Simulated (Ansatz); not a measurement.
# BClFH2: the cost of one run

All numbers below are computed with Ansatz 0.2.0 (UKS PBE/def2-SVP).

## (1) Starting point

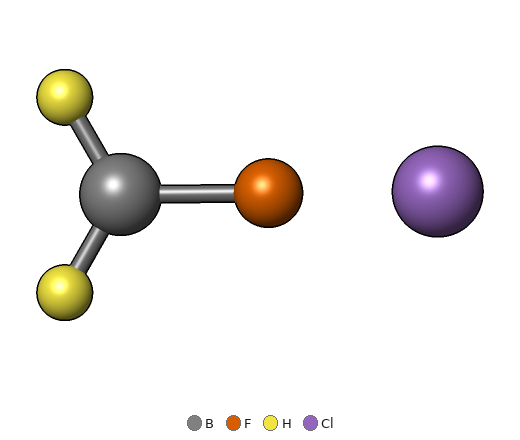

Start, viewed from a chosen angle; boron grey, fluorine orange, hydrogen yellow, chlorine purple.

As a file:

```xyz
5

B     0.0000    0.0000    0.0000
F     0.0000    0.0000    1.5700
H     1.0305    0.0000   -0.5950
H    -1.0305    0.0000   -0.5950
Cl    0.0000    0.0000    3.3700
```

## (2) Pulling towards end A

Springs on the bonds that form and break draw the guess towards this end; the thresholds are loose.

Input file input.yaml:

```yaml
crystal:
  periodic: [false, false, false]
  atoms:
    - { symbol: B, position_ang: [0.0, 0.0, 0.0] }
    - { symbol: F, position_ang: [0.0, 0.0, 1.57] }
    - { symbol: H, position_ang: [1.0305, 0.0, -0.595] }
    - { symbol: H, position_ang: [-1.0305, 0.0, -0.595] }
    - { symbol: Cl, position_ang: [0.0, 0.0, 3.37] }
magnetization:
  spin_polarized: true
  initial_magnetization: 1
basis:
  gaussian: { orbitals: def2-SVP }
hamiltonian:
  xc: pbe
relax:
  f_tol: 0.15
  max_steps: 25
  restrain:
    - { distance: [1, 4], at: 2.7, k: 30.0 }
    - { distance: [0, 1], at: 1.32, k: 30.0 }
```

Started as:

```
> ansatz run input.yaml --threads 1 --pin off --max-ram 2048MiB --backend cpu --events-out ev --progress --plain --runs-dir out
```

Q: Estimate wall time and peak memory on 1 thread of Arm Neoverse V1, shared host.

About 27 s, with a peak of 0.14 GiB.
